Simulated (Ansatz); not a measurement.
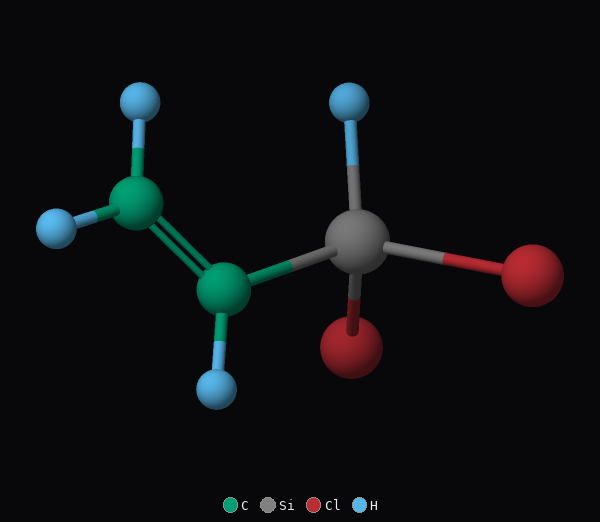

The computed structure is the end point of a PBE0-D4/def2-TZVP optimisation.

Draw it as a skeletal formula.

SMILES: C=C[SiH](Cl)Cl

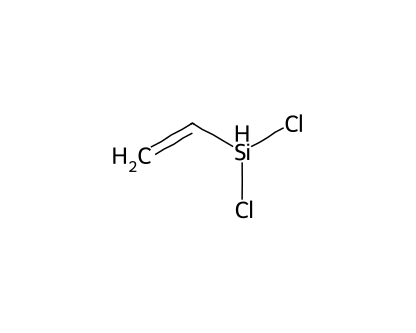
